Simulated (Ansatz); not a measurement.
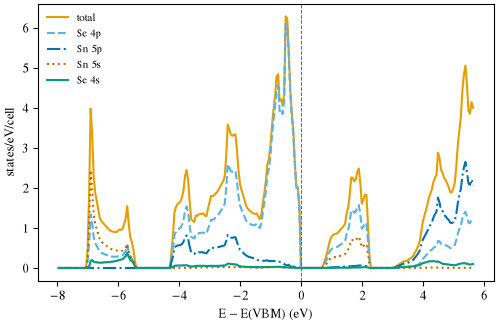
Figure. Total and projected density of states of SnSe₂ (CdI2 type, P-3m1), DFT-PBE in the program Ansatz with PAW potentials

Q: Which orbitals carry the states next to the gap?

A: Top 1 eV of the valence band: Se 4p 96 %. Bottom 1 eV of the conduction band: Se 4p 62 %, Sn 5s 31 %. Projections are on Löwdin-orthogonalised atomic valence shells; empty p or d shells of many metals are not among them.

Q: Where is the tallest occupied peak in this window, and what makes it?

A: Near -0.5 eV, about 6.3 states/eV per cell; the largest projected share is Se 4p.

The PBE relaxation kept the symmetry of its start. The volume lies over 15 % above that of the usual cell of this phase: another minimum, or an error of the functional. A crystal of weakly bound layers computed without a dispersion correction: the cell and the soft elastic constants depend strongly on that. Scalar-relativistic: spin–orbit coupling is off unless named, which matters more the heavier the elements.

Potentials: the later of the program's two PAW sets.
